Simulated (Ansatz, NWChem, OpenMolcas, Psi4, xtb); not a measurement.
Ligand exchange: AgBr + SiHF → AgF + SiHBr

Species: AgBr (silver bromide), singlet; SiHF `F[SiH]`, singlet; AgF, singlet; SiHBr `[SiH]Br`, singlet. The partners trade Br for F: Ag–Br and Si–F bonds give way to Ag–F and Si–Br.

Shapes, held fixed at every level: PBE0-D4/def2-TZVP. Programs: Ansatz 0.2.0, NWChem 7.3.0, OpenMolcas 26.06, xtb 6.7.1. A level may come from different programs for different species; with the same settings they agree closely. Electronic energies: no zero-point or thermal term.

```csv
level,kind,ΔE (kJ/mol)
GFN1-xTB,semi-empirical,+161.5
HF/STO-3G,Hartree–Fock,+183.8
HF/3-21G,Hartree–Fock,+233.3
HF/def2-SVP,Hartree–Fock,+189.9
PBE0/STO-3G,global hybrid,+119.8
PBE0/def2-SVP,global hybrid,+164.4
```

PBE0/def2-SVP gives ΔE = +164.4 kJ/mol; the levels span +119.8 to +233.3. The median of the levels is +174.1. No measured value is set beside it here. For atoms past krypton def2 sets carry core potentials with scalar relativity. All-electron rows are non-relativistic unless named. Relativity is left out for Br. Rows in sets without polarisation functions are far from converged.

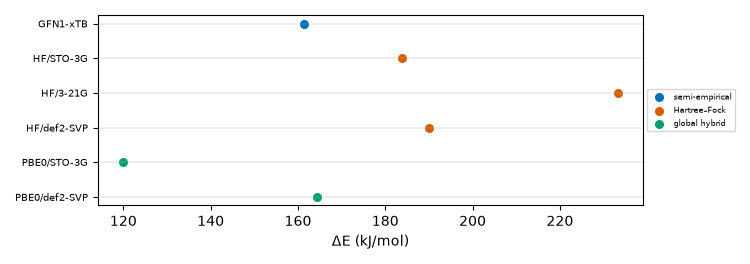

The values of the table, level by level.
